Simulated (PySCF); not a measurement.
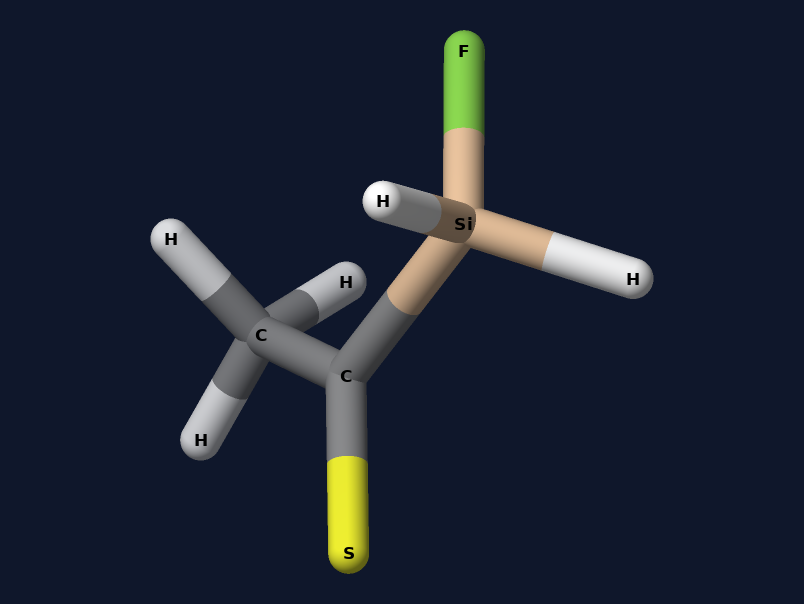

Rendered structure (stick style). Every bond is drawn as one stick, whatever its order.

Count the atoms of each element.

C2H5FSSi, 10 atoms: 2 carbon, 5 hydrogen, 1 fluorine, 1 sulfur and 1 silicon.

How many bonds of each kind are drawn?

3 C–H, 2 Si–H, 1 C–C, 1 C–S, 1 C–Si, 1 F–Si.

Write the SMILES.

CC(=S)[SiH2]F

More results for the same structure follow; atom numbers are the same in all pictures, views and colours differ. The geometry was computed by an optimisation with PBE0-D3(BJ)/def2-SVP. No frequency run is at hand to confirm it as a minimum.

**Levels of theory compared**

No frequency run is at hand to confirm it as a minimum. Program: PySCF 2.14.0.

Compare dipole (D), HOMO energy (eV) at these levels: CAM-B3LYP/def2-SVPD; CAM-B3LYP/def2-SVPD in water (IEF-PCM); PBE/pcSseg-2; PBE0/pcSseg-1; PBE0/pcSseg-1 in water (IEF-PCM).

```tsv
level	dipole (D)	HOMO energy (eV)
CAM-B3LYP/def2-SVPD	0.98	−8.12
CAM-B3LYP/def2-SVPD in water (IEF-PCM)	1.53	−8.11
PBE/pcSseg-2	1.08	−5.61
PBE0/pcSseg-1	0.95	−6.78
PBE0/pcSseg-1 in water (IEF-PCM)	1.47	−6.78
```

**Quadrupole coupling**

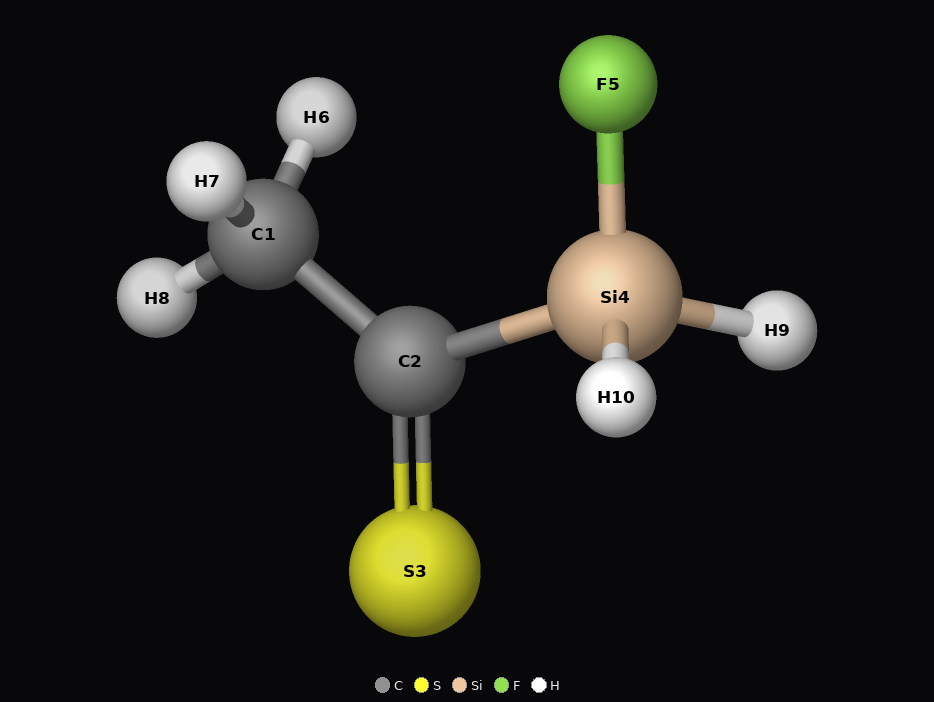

No frequency run is at hand to confirm it as a minimum. Electric field gradients from the ground-state density, PBE0/pcSseg-1 in water (IEF-PCM) (PySCF 2.14.0), non-relativistic apart from any core potentials.

Give the largest field-gradient component, the quadrupole coupling constant and the asymmetry for 33S at S3 (Q = −67.81 mb), 2H at H6 (Q = 2.86 mb), 2H at H7 (Q = 2.86 mb).

| atom | V_zz (a.u.) | e²qQ/h (MHz) | η |
| --- | --- | --- | --- |
| S3 | −2.682 | 42.7 | 0.28 |
| H6 | 0.283 | 0.190 | 0.05 |
| H7 | 0.282 | 0.189 | 0.05 |

**Core levels**

No frequency run is at hand to confirm it as a minimum. Level of theory: delta-SCF UKS SCAN, pcX-2 on the ionised atom, pcseg-1 elsewhere, spin-free X2C (PySCF 2.14.0).

Give the core-electron binding energies (to vacuum; p and d levels without spin–orbit splitting) of C1 1s, C2 1s, S3 1s, S3 2p, Si4 1s, Si4 2p, F5 1s.

```
atom  level  binding energy (eV)
  C1     1s                291.4
  C2     1s                291.9
  S3     1s               2476.8
  S3     2p                169.5
 Si4     1s               1848.0
 Si4     2p                108.3
  F5     1s                692.2
```
